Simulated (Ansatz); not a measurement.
BrCl2H5OW

Input file:

```
crystal:
  periodic: [false, false, false]
  atoms:
    - { symbol: W, position_ang: [0.216506, -0.361904, -0.394315] }
    - { symbol: O, position_ang: [-0.000444, -0.506972, 2.720449] }
    - { symbol: H, position_ang: [-0.572107, -1.285486, 2.812204] }
    - { symbol: H, position_ang: [0.812682, 0.957164, 0.443351] }
    - { symbol: H, position_ang: [0.039636, 1.15163, -1.054902] }
    - { symbol: H, position_ang: [-0.880825, 0.696361, 0.279956] }
    - { symbol: Cl, position_ang: [-1.578609, -1.747144, 0.044753] }
    - { symbol: Cl, position_ang: [0.498051, -0.702142, -2.640218] }
    - { symbol: Br, position_ang: [2.429495, -1.195469, 0.538321] }
    - { symbol: H, position_ang: [0.910515, -0.876637, 2.8092] }
basis:
  gaussian: { orbitals: def2-SVP }
hamiltonian:
  xc: b3lyp
  dispersion: d4
relax:
  f_tol: 0.03
  max_steps: 50
output:
  orbitals: {}
```

Run with:

```sh
ansatz run input.yaml --threads 4 --pin off --max-ram 5120MiB --backend cpu --events-out ev --progress --plain --runs-dir out
```

The fields are those of the run's last geometry, not of the input's.

Core potentials replace the inner electrons of W.

Method: Ansatz, RKS B3LYP-D4/def2-SVP.

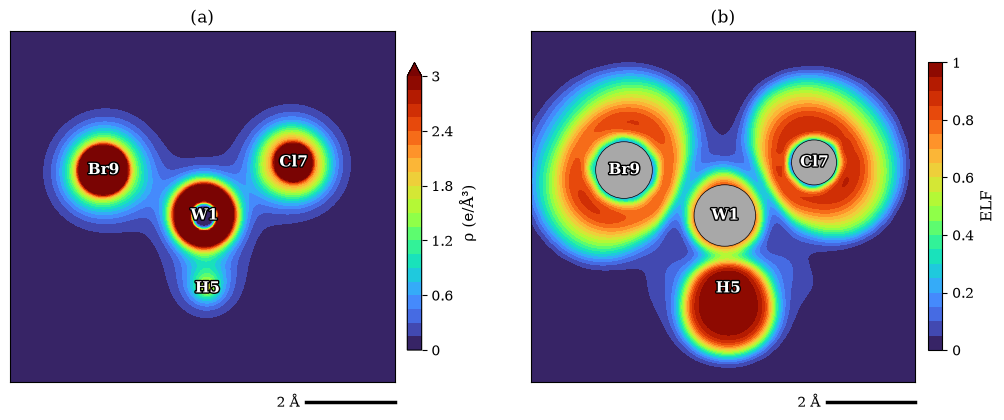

Figure 1. (a) electron density; (b) electron localisation function on the plane of atoms Cl7, W1 and Br9. Grey discs cover the atomic cores in the ELF map.

Question: What do the fields say about this system?

Answer:
- The section cuts through W, H, Cl and Br sites.
- W–Br (2.50 Å): ρ at the midpoint is about 0.55 e/Å³; the ELF peaks at about 0.80 in the valence shell of Br, 1.0 Å from its nucleus, and is about 0.50 at the midpoint.
- W–Cl (2.35 Å): the density is about 0.61 e/Å³ at the midpoint; the ELF peaks at about 0.85 in the valence shell of Cl, 0.8 Å from its nucleus, and is about 0.40 at the midpoint.
- W–H (1.66 Å): ρ at the midpoint is about 1.8 e/Å³; the ELF climbs to about 1 towards the hydrogen.

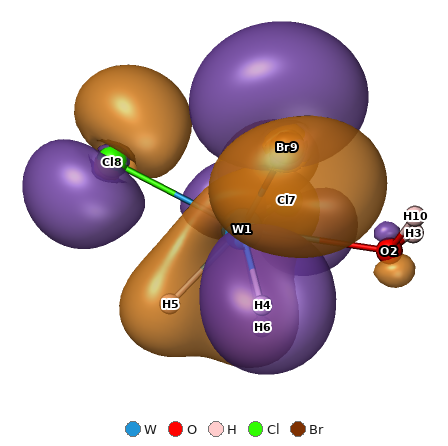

Figure 2. One frontier orbital at ±0.06 Å⁻³ᐟ² (orange and purple are the two phases), seen from one side.

Question: Which orbital is it: HOMO or LUMO?

Answer: The HOMO, at −7.59 eV. Its weight (Hirshfeld) is mainly on Br9 (about 45 %), W1 (about 20 %), Cl8 (about 15 %) and H4 (about 10 %).
